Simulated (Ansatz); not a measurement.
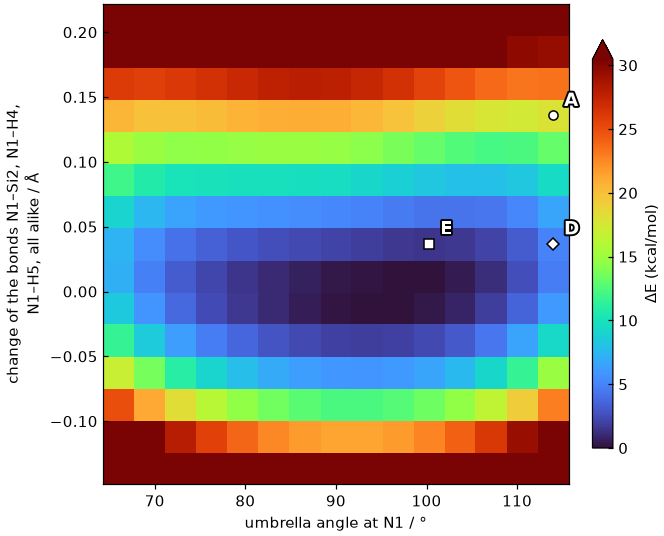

FH4NSi, SMILES N[SiH2]F. First axis: umbrella angle at N1 (between each of its bonds and their common axis; 90 is planar). Second axis: change of the bonds N1–Si2, N1–H4, N1–H5, all alike. Nothing is relaxed (all other coordinates rigid). Grid: 15 × 15 points. Points are written as (first, second). All energies are given in kcal/mol relative to the lowest grid point. All numbers below come from RKS B3LYP-D4/def2-TZVP in Ansatz.

Drawn: one coloured cell a grid point, one colour for all values above the top of the scale, lettered points.

### Rank the lettered points by energy, lowest first.

E (1.5 kcal/mol), D (4.9 kcal/mol), A (17.9 kcal/mol).
